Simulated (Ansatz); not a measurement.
# Nudged elastic band, with input and output: SiH₄SO₃

SiH₄SO₃, computed with RKS r2SCAN/def2-SVP (Ansatz 0.2.0).

One setting was made poor on purpose. It belongs to a series of runs on one base structure; here: band between the two ends. Figures and captions count atoms from 1; the log counts them from 0 in places.

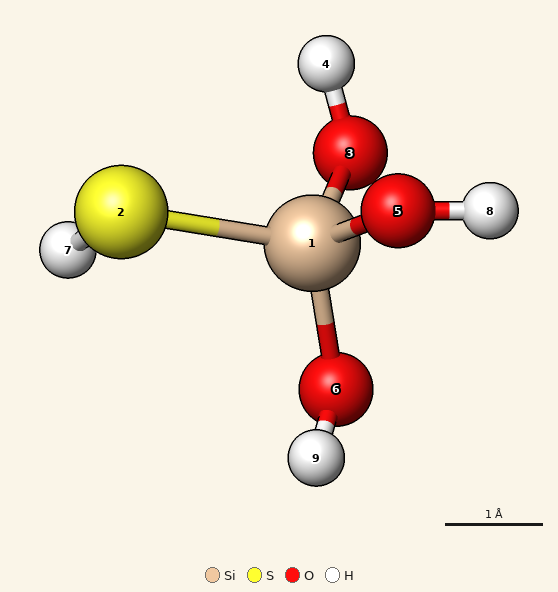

The structure as given in the input (ball-and-stick view, seen at a tilt; atoms are numbered from 1 in the order of the input). Bond lengths as drawn: H–O 0.96 to 0.97 Å, H–S 1.35 Å, O–Si 1.65 to 1.66 Å and S–Si 2.14 Å.

**Input file**
```yaml
crystal:
  periodic: [false, false, false]
  atoms:
    - { symbol: Si, position_ang: [-0.106637, -0.021194, 0.013601] }
    - { symbol: S, position_ang: [1.418323, 1.461485, 0.229803] }
    - { symbol: O, position_ang: [0.193246, -1.406727, 0.859989] }
    - { symbol: H, position_ang: [0.493718, -1.270885, 1.766128] }
    - { symbol: O, position_ang: [-1.438882, 0.801126, 0.5505] }
    - { symbol: O, position_ang: [-0.258912, -0.589505, -1.528594] }
    - { symbol: H, position_ang: [2.362209, 0.662335, -0.317096] }
    - { symbol: H, position_ang: [-2.245839, 0.275936, 0.622537] }
    - { symbol: H, position_ang: [-0.417328, 0.08743, -2.196869] }
basis:
  gaussian: { orbitals: def2-SVP }
hamiltonian:
  xc: r2scan
neb:
  order_check: false
  images: 1
  f_tol: 0.03
  max_iterations: 60
  climbing: true
  final_atoms:
    - { symbol: Si, position_ang: [-0.52205638, -0.47927119, -0.09036591] }
    - { symbol: S, position_ang: [1.50275238, 0.92515033, 0.8355347] }
    - { symbol: O, position_ang: [-0.25656002, -1.66456752, 0.85015594] }
    - { symbol: H, position_ang: [1.62828888, -0.21252946, 1.56249579] }
    - { symbol: O, position_ang: [-1.75974495, 0.61066932, 0.03139441] }
    - { symbol: O, position_ang: [-0.02671765, -0.3715485, -1.65879678] }
    - { symbol: H, position_ang: [2.26223926, 0.43814883, -0.17221654] }
    - { symbol: H, position_ang: [-2.27848009, 0.51853005, 0.84066215] }
    - { symbol: H, position_ang: [-0.54982343, 0.23541914, -2.19886476] }
  initial_path:
    images:
      - { positions_ang: [[-0.106637, -0.021194, 0.013601], [1.418323, 1.461485, 0.229803], [0.193246, -1.406727, 0.859989], [0.493718, -1.270885, 1.766128], [-1.438882, 0.801126, 0.5505], [-0.258912, -0.589505, -1.528594], [2.362209, 0.662335, -0.317096], [-2.245839, 0.275936, 0.622537], [-0.417328, 0.08743, -2.196869]] }
      - { positions_ang: [[-0.41917678, -0.33469227, -0.08615496], [1.49090713, 1.0374072, 0.83068381], [0.14139234, -1.37761542, 0.93692937], [1.10466184, -0.64032869, 1.3322846], [-1.79676228, 0.47977059, 0.08870636], [-0.14485086, -0.52932005, -1.651468], [2.32812278, 0.61135833, -0.10359532], [-2.10672877, 0.74473327, 0.95088581], [-0.59766739, 0.00868805, -2.29827267]] }
      - { positions_ang: [[-0.52205638, -0.47927119, -0.09036591], [1.50275238, 0.92515033, 0.8355347], [-0.25656002, -1.66456752, 0.85015594], [1.62828888, -0.21252946, 1.56249579], [-1.75974495, 0.61066932, 0.03139441], [-0.02671765, -0.3715485, -1.65879678], [2.26223926, 0.43814883, -0.17221654], [-2.27848009, 0.51853005, 0.84066215], [-0.54982343, 0.23541914, -2.19886476]] }
```

Launch command:
```bash
ansatz run input.yaml --threads 2 --pin off --max-ram 3072MiB --backend cpu --events-out ev --progress --plain --runs-dir out
```

**The program's output**
```
Engine: ansatz 0.2.0, x86_64-unknown-linux-gnu
Functional definition: r2SCAN
  parameter k0 = 0.174
  parameter k1 = 0.065
  parameter a1 = 4.9479
  exchange = r2scan_x(k0 = k0, k1 = k1, a1 = a1)
  correlation = r2scan_c
1062 factors; their error is unknown
mean field evaluation 1: about -24897.6100 eV, gradient 8.2e1 eV
mean field evaluation 2: about -24875.4734 eV, gradient 1.4e2 eV
mean field evaluation 4: about -24908.8928 eV, gradient 5.6e0 eV
mean field evaluation 8: about -24908.9567 eV, gradient 3.2e-1 eV
mean field evaluation 16: about -24908.8954 eV, gradient 1.2e-3 eV
mean field -24908.89538101 eV, -915.3850213966 hartree, gradient 6.5e-6 eV, S^2 0.000000; 0 other end points of the search recorded, 0 dependent functions left out
the calculation of the forces begins
reference -24908.89538958 eV, -915.3850217114 hartree; 29, 29 occupied and 69, 69 virtual orbitals, 1062 factors
1062 factors; their error is unknown
mean field evaluation 32: about -24906.8618 eV, gradient 2.4e-2 eV
mean field -24906.86184582 eV, -915.3102903565 hartree, gradient 2.8e-5 eV, S^2 0.000000; 0 other end points of the search recorded, 0 dependent functions left out
[... from here on the field's lines of each further geometry are left out, up to the last ...]
NEB iter   1: max|band force component| = 2.185e0 eV/Å  barrier→ = 2.0335 eV  barrier← = 0.0000 eV  Δτ_max = 0.2000 Å  (87 SCF iters)
NEB iter   2: max|band force component| = 2.152e0 eV/Å  barrier→ = 2.0335 eV  barrier← = 0.0000 eV  Δτ_max = 0.1956 Å  (36 SCF iters)
NEB iter   3: max|band force component| = 1.561e0 eV/Å  barrier→ = 2.0335 eV  barrier← = 0.0000 eV  Δτ_max = 0.1686 Å  (33 SCF iters)
NEB iter   4: max|band force component| = 8.272e-1 eV/Å  barrier→ = 2.0335 eV  barrier← = 0.0000 eV  Δτ_max = 0.0770 Å  (30 SCF iters)
NEB iter   5: max|band force component| = 1.205e0 eV/Å  barrier→ = 0.4895 eV  barrier← = -1.5441 eV  CI = image 1  Δτ_max = 0.1993 Å  (29 SCF iters)
NEB iter   6: max|band force component| = 1.729e0 eV/Å  barrier→ = 1.0209 eV  barrier← = -1.0126 eV  CI = image 1  Δτ_max = 0.1988 Å  (35 SCF iters)
NEB iter   7: max|band force component| = 3.824e0 eV/Å  barrier→ = 2.1187 eV  barrier← = 0.0851 eV  CI = image 1  Δτ_max = 0.0997 Å  (33 SCF iters)
NEB iter   8: max|band force component| = 2.875e0 eV/Å  barrier→ = 2.0810 eV  barrier← = 0.0475 eV  CI = image 1  Δτ_max = 0.1945 Å  (30 SCF iters)
NEB iter   9: max|band force component| = 4.787e0 eV/Å  barrier→ = 2.8502 eV  barrier← = 0.8166 eV  CI = image 1  Δτ_max = 0.0987 Å  (35 SCF iters)
NEB iter  10: max|band force component| = 3.108e0 eV/Å  barrier→ = 2.6147 eV  barrier← = 0.5812 eV  CI = image 1  Δτ_max = 0.1976 Å  (32 SCF iters)
NEB iter  11: max|band force component| = 2.998e0 eV/Å  barrier→ = 2.5180 eV  barrier← = 0.4845 eV  CI = image 1  Δτ_max = 0.2000 Å  (35 SCF iters)
NEB iter  12: max|band force component| = 7.011e-1 eV/Å  barrier→ = 2.1959 eV  barrier← = 0.1623 eV  CI = image 1  Δτ_max = 0.1539 Å  (35 SCF iters)
NEB iter  13: max|band force component| = 6.028e-1 eV/Å  barrier→ = 2.1179 eV  barrier← = 0.0844 eV  CI = image 1  Δτ_max = 0.0776 Å  (31 SCF iters)
NEB iter  14: max|band force component| = 4.532e-1 eV/Å  barrier→ = 2.0965 eV  barrier← = 0.0629 eV  CI = image 1  Δτ_max = 0.1558 Å  (31 SCF iters)
NEB iter  15: max|band force component| = 2.427e-1 eV/Å  barrier→ = 2.0720 eV  barrier← = 0.0384 eV  CI = image 1  Δτ_max = 0.1126 Å  (31 SCF iters)
NEB iter  16: max|band force component| = 1.588e-1 eV/Å  barrier→ = 2.0570 eV  barrier← = 0.0235 eV  CI = image 1  Δτ_max = 0.0897 Å  (30 SCF iters)
NEB iter  17: max|band force component| = 1.905e-1 eV/Å  barrier→ = 2.0549 eV  barrier← = 0.0214 eV  CI = image 1  Δτ_max = 0.0304 Å  (30 SCF iters)
NEB iter  18: max|band force component| = 2.769e-1 eV/Å  barrier→ = 2.0537 eV  barrier← = 0.0202 eV  CI = image 1  Δτ_max = 0.0152 Å  (30 SCF iters)
NEB iter  19: max|band force component| = 1.686e-1 eV/Å  barrier→ = 2.0524 eV  barrier← = 0.0188 eV  CI = image 1  Δτ_max = 0.0152 Å  (32 SCF iters)
NEB iter  20: max|band force component| = 8.460e-2 eV/Å  barrier→ = 2.0515 eV  barrier← = 0.0179 eV  CI = image 1  Δτ_max = 0.0072 Å  (32 SCF iters)
NEB iter  21: max|band force component| = 6.491e-2 eV/Å  barrier→ = 2.0511 eV  barrier← = 0.0176 eV  CI = image 1  Δτ_max = 0.0114 Å  (31 SCF iters)
NEB iter  22: max|band force component| = 3.597e-2 eV/Å  barrier→ = 2.0509 eV  barrier← = 0.0174 eV  CI = image 1  Δτ_max = 0.0124 Å  (31 SCF iters)
NEB iter  23: max|band force component| = 4.923e-2 eV/Å  barrier→ = 2.0508 eV  barrier← = 0.0172 eV  CI = image 1  Δτ_max = 0.0062 Å  (31 SCF iters)
NEB iter  24: max|band force component| = 3.325e-2 eV/Å  barrier→ = 2.0506 eV  barrier← = 0.0171 eV  CI = image 1  Δτ_max = 0.0105 Å  (25 SCF iters)
NEB iter  25: max|band force component| = 4.003e-2 eV/Å  barrier→ = 2.0507 eV  barrier← = 0.0171 eV  CI = image 1  Δτ_max = 0.0052 Å  (32 SCF iters)
NEB iter  26: max|band force component| = 4.115e-2 eV/Å  barrier→ = 2.0506 eV  barrier← = 0.0171 eV  CI = image 1  Δτ_max = 0.0026 Å  (26 SCF iters)
the calculation of the forces begins
reference -24906.84485099 eV, -915.3096658082 hartree; 29, 29 occupied and 69, 69 virtual orbitals, 1062 factors
1062 factors; their error is unknown
mean field evaluation 256: about -24906.8448 eV, gradient 6.4e-2 eV
mean field -24906.84484254 eV, -915.3096654977 hartree, gradient 9.4e-6 eV, S^2 0.000000; 1 other end points of the search recorded, 0 dependent functions left out
the calculation of the forces begins
reference -24906.84485099 eV, -915.3096658082 hartree; 29, 29 occupied and 69, 69 virtual orbitals, 1062 factors
NEB iter  27: max|band force component| = 2.021e-2 eV/Å  barrier→ = 2.0505 eV  barrier← = 0.0170 eV  CI = image 1  Δτ_max = 0.0000 Å  (58 SCF iters)
```

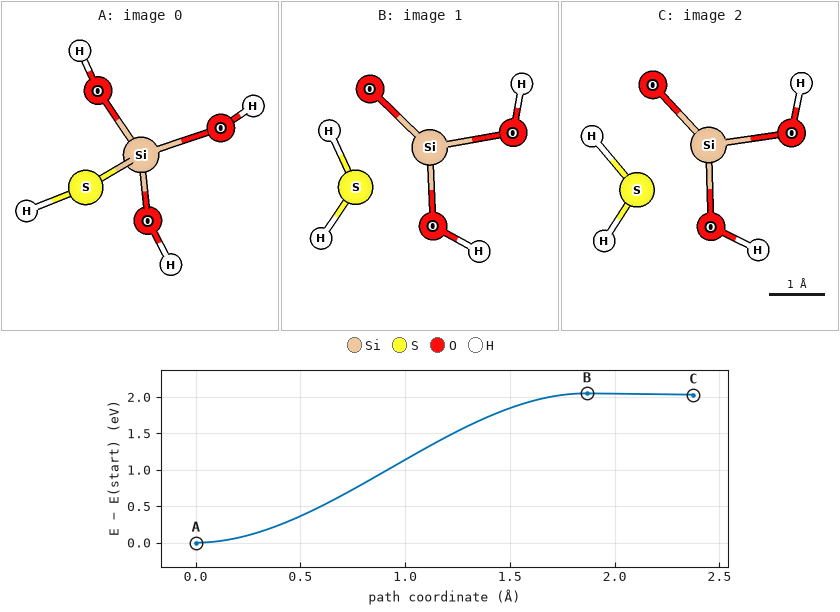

Images of the last band (counted from 0; ball-and-stick, seen at a tilt) above the energy along the path; the line is a cubic interpolation that uses the forces. The highest image is number 1, 2.051 eV above the start and 0.017 eV above the end (the climbing image); the end lies 2.034 eV above the start. The path is 2.37 Å long. The band converged in 27 iterations.

```
Total energy: -24906.84485099 eV, -915.3096658082 hartree
Atom 0 at    -0.467233    -0.429661    -0.053724 Å, force     0.007061     0.008783    -0.008592 eV/Å
Atom 1 at     1.551943     0.979768     0.802494 Å, force    -0.004840    -0.020516     0.007574 eV/Å
Atom 2 at    -0.048283    -1.506347     0.974874 Å, force    -0.007783     0.003118     0.001888 eV/Å
Atom 3 at     1.311155    -0.286879     1.345839 Å, force     0.001939     0.018512    -0.007423 eV/Å
Atom 4 at    -1.768530     0.574961     0.059931 Å, force    -0.004116    -0.007977     0.006175 eV/Å
Atom 5 at    -0.086905    -0.478758    -1.649275 Å, force     0.008879    -0.004663    -0.004262 eV/Å
Atom 6 at     2.319774     0.464873    -0.184660 Å, force    -0.001108    -0.000124    -0.000535 eV/Å
Atom 7 at    -2.212857     0.566760     0.917612 Å, force     0.002496     0.002048     0.004399 eV/Å
Atom 8 at    -0.599167     0.115283    -2.213092 Å, force    -0.002528     0.000818     0.000775 eV/Å
Dipole moment:    -0.039250     0.623738    -0.214571 e Å
this run last wrote the band of iteration 27 to [file]
```

**The last band as extended XYZ (Å, eV, eV/Å)**
```
9
Properties=species:S:1:pos:R:3:forces:R:3 image=0 energy=-24908.89538
Si   -0.1066   -0.0212    0.0136    0.0026  -0.0038   0.0080
S     1.4183    1.4615    0.2298   -0.0038  -0.0057  -0.0001
O     0.1932   -1.4067    0.8600    0.0068   0.0061   0.0031
H     0.4937   -1.2709    1.7661   -0.0035  -0.0019  -0.0015
O    -1.4389    0.8011    0.5505    0.0003   0.0018  -0.0042
O    -0.2589   -0.5895   -1.5286   -0.0036   0.0049  -0.0050
H     2.3622    0.6623   -0.3171   -0.0001   0.0005  -0.0007
H    -2.2458    0.2759    0.6225    0.0006  -0.0006   0.0002
H    -0.4173    0.0874   -2.1969    0.0005  -0.0013   0.0002
9
Properties=species:S:1:pos:R:3:forces:R:3 image=1 energy=-24906.84484
Si   -0.4672   -0.4297   -0.0537    0.0071   0.0088  -0.0086
S     1.5519    0.9798    0.8025   -0.0048  -0.0205   0.0076
O    -0.0483   -1.5063    0.9749   -0.0078   0.0031   0.0019
H     1.3112   -0.2869    1.3458    0.0019   0.0185  -0.0074
O    -1.7685    0.5750    0.0599   -0.0041  -0.0080   0.0062
O    -0.0869   -0.4788   -1.6493    0.0089  -0.0047  -0.0043
H     2.3198    0.4649   -0.1847   -0.0011  -0.0001  -0.0005
H    -2.2129    0.5668    0.9176    0.0025   0.0020   0.0044
H    -0.5992    0.1153   -2.2131   -0.0025   0.0008   0.0008
9
Properties=species:S:1:pos:R:3:forces:R:3 image=2 energy=-24906.86185
Si   -0.5221   -0.4793   -0.0904   -0.0084  -0.0233   0.0149
S     1.5028    0.9252    0.8355   -0.0040  -0.0057  -0.0076
O    -0.2566   -1.6646    0.8502    0.0033   0.0141  -0.0090
H     1.6283   -0.2125    1.5625    0.0043   0.0022  -0.0049
O    -1.7597    0.6107    0.0314    0.0169  -0.0022  -0.0194
O    -0.0267   -0.3715   -1.6588   -0.0109   0.0180   0.0019
H     2.2622    0.4381   -0.1722    0.0080   0.0006   0.0080
H    -2.2785    0.5185    0.8407   -0.0167   0.0032   0.0144
H    -0.5498    0.2354   -2.1989    0.0075  -0.0069   0.0016
```

**Results in brief**

| quantity | value |
| --- | --- |
| outcome | converged |
| barrier, forward | 2.050 eV |
| barrier, backward | 0.017 eV |
| hardware | 2 threads of Intel Xeon (Sapphire Rapids), 16 GiB of memory available, shared host |
| wall time | 54 s (CPU time 1.7 min) |
| peak memory | 0.18 GiB |

**Notes**

A deliberately poor setting: few images. The order of the saddle point was not checked.
